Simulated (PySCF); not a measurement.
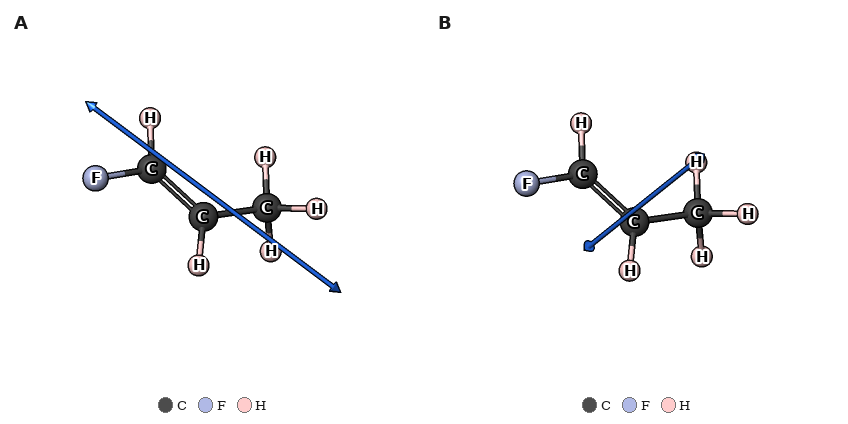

The double arrows show the directions of two transition dipoles from the ground state (lengths mean nothing). The geometry was computed by an optimisation with PBE0-D3(BJ)/def2-SVP. No frequency run is at hand to confirm it as a minimum. Method: TDDFT ωB97X-D/def2-SVPD, vertical, gas phase, core orbitals frozen in the response (PySCF 2.14.0).

One belongs to singlet state 2 and one to singlet state 4. Which is which?

Answer. A: state 2, 7.44 eV (167 nm), oscillator strength 0.36, mainly HOMO → LUMO (weight 0.96).
B: state 4, 8.06 eV (154 nm), oscillator strength 0.019, mainly HOMO → LUMO+3 (weight 0.85).
